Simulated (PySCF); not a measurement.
# SiClF2 (SMILES F[Si](F)Cl): levels of theory compared

Aim: a comparison of 6 runs (U-r2SCAN/STO-3G, UPBE/STO-3G, UPBE0/STO-3G, USVWN5/STO-3G, UMP2/STO-3G, UCISD/STO-3G) of SiClF2. The job is set up through a Python script.

Program for the calculation: PySCF 2.14.0.

6 further runs of the same task are left out: 2 that didn't finish, 4 set aside as unsound or not needed.

**1. The molecule**

SiClF2 has 4 atoms, charge 0, and is taken as a doublet. SMILES: `F[Si](F)Cl`. One bond was lengthened or shortened from a relaxed shape.

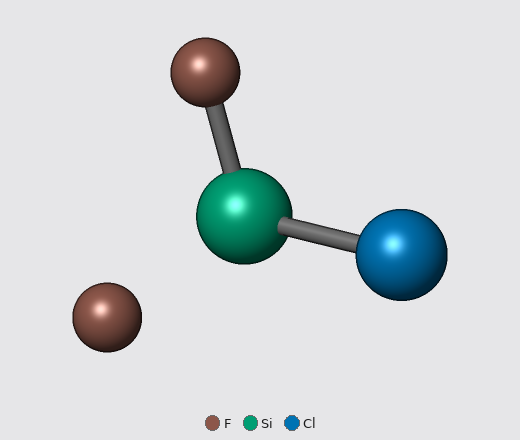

Viewed from a chosen angle; fluorine brown, silicon teal, chlorine blue.

**2. The energy at U-r2SCAN/STO-3G (run 1)**

run.py reads:

```python
from pyscf import gto, dft

mol = gto.M(
    atom='''
F      2.882934     0.412136     1.909992
Si     0.418007    -0.598098    -0.502100
F     -1.647463    -2.187169     0.973020
Cl    -1.242684     2.541493    -1.979110
''',
    unit='bohr',
    verbose=3,
    spin=1,
    basis='sto-3g',
    max_memory=1860,
)

mf = dft.UKS(mol)
mf.xc = 'r2scan'
mf.conv_tol = 1e-10
mf.grids.level = 5
mf.kernel()
if not mf.converged:
    mf = mf.newton().run(mf.mo_coeff, mf.mo_occ)

etot = mf.e_tot
print(f'total energy: {etot:.8f} hartree')
```

The run is started by

```console
OMP_NUM_THREADS=1 python run.py
```

Output:

```text
WARN: HOMO -0.226018907436875 >= LUMO -0.226018907436876

converged SCF energy = -938.054669275564  <S^2> = 0.75454987  2S+1 = 2.0045447
total energy: -938.05466928 hartree
```

It took 11 s on 1 thread of AMD EPYC 7R43 (Zen 3), shared host; peak memory 0.25 GiB.

**3. A single-point energy at UPBE/STO-3G (run 2)**

start.xyz reads:

```xyz
4

F      1.525583     0.218093     1.010724
Si     0.221200    -0.316500    -0.265700
F     -0.871800    -1.157400     0.514900
Cl    -0.657600     1.344900    -1.047300
```

input.py reads:

```python
from pyscf import gto, dft

mol = gto.Mole()
mol.atom = 'start.xyz'
mol.max_memory = 1860
mol.verbose = 3
mol.charge = 0
mol.spin = 1
mol.basis = 'sto-3g'
mol.build()

calc0 = dft.UKS(mol, xc='pbe')
calc0.conv_tol = 1e-10
calc0.grids.level = 5
calc0.kernel()
if not calc0.converged:
    calc0 = calc0.newton().run(calc0.mo_coeff, calc0.mo_occ)

e_tot = calc0.e_tot
print('Final energy', e_tot)
```

The run is started by

```console
OMP_NUM_THREADS=1 python input.py
```

Output:

```text
converged SCF energy = -937.577125820415  <S^2> = 0.75210178  2S+1 = 2.0021007
Final energy -937.5771258204151
```

Run time: 7.5 s. Hardware: 1 thread of AMD EPYC 7R43 (Zen 3), shared host; peak memory 0.24 GiB.

Runs 3 to 5 aren't shown in full; the table further down has their settings and results.

**4. A single-point energy at UCISD/STO-3G (run 6)**

run.py reads:

```python
from pyscf import gto, scf, ci

system = gto.Mole()
system.atom = 'F 1.525583 0.218093 1.010724; Si 0.221200 -0.316500 -0.265700; F -0.871800 -1.157400 0.514900; Cl -0.657600 1.344900 -1.047300'
system.spin = 1
system.verbose = 3
system.max_memory = 1860
system.basis = 'sto-3g'
system.build()

myscf = scf.UHF(system)
myscf.conv_tol = 1e-10
myscf.kernel()
if not myscf.converged:
    myscf = myscf.newton().run(myscf.mo_coeff, myscf.mo_occ)

cisd = ci.CISD(myscf, frozen=12)
cisd.kernel()
e_final = cisd.e_tot
print(f'total energy: {e_final:.8f} hartree')
```

The run is started by

```console
OMP_NUM_THREADS=1 python run.py
```

Output:

```text
converged SCF energy = -936.275215673812  <S^2> = 0.84378613  2S+1 = 2.0916846
E(UCISD) = -936.3605468728854  E_corr = -0.08533119907367503
total energy: -936.36054687 hartree
```

Run time: 0.95 s. Hardware: 1 thread of AMD EPYC 7R43 (Zen 3), shared host; peak memory 0.1 GiB.

**5. The series**

```tsv
run	level	integration grid	frozen core orbitals	energy (Eh)	dipole moment (D) of the reference	HOMO energy (eV)	LUMO energy (eV)	wall time
1	U-r2SCAN/STO-3G	5	–	-938.054669	2.18	-2.91	-1.22	11 s
2	UPBE/STO-3G	5	–	-937.577126	2.18	-2.39	-1.28	7.5 s
3	UPBE0/STO-3G	5	–	-937.715371	2.23	-4.12	-0.49	7.5 s
4	USVWN5/STO-3G	5	–	-934.123262	2.15	-2.32	-1.42	3.9 s
5	UMP2/STO-3G	–	12	-936.336602	2.52	-7.94	3.96	0.97 s
6	UCISD/STO-3G	–	12	-936.360547	2.52	-7.94	3.96	0.95 s
```

**6. What came out**

| quantity | value |
| --- | --- |
| run 6: total energy | -936.36055 Eh |
| run 6: dipole moment (Hartree–Fock density) | 2.52 D |
| run 6: HOMO energy (Hartree–Fock orbitals) (highest over α and β) | -7.94 eV |
| run 6: LUMO energy (Hartree–Fock orbitals) (lowest over α and β) | 3.96 eV |
| run 6: correlation energy (12 core orbitals frozen) | -85.3 mEh |
| run 6: ⟨S²⟩ of the reference determinant | 0.844 |

What this shows: Over runs 1, 2, 3, 4 the dipole moment (its size) runs from 2.15 D (USVWN5/STO-3G) to 2.23 D (UPBE0/STO-3G). Totals of different functionals can't be ranked against each other. In runs 1, 2, 3, 4, 5, 6 the basis is minimal, so the values are rough. All runs together took 32 s, the longest 11 s.
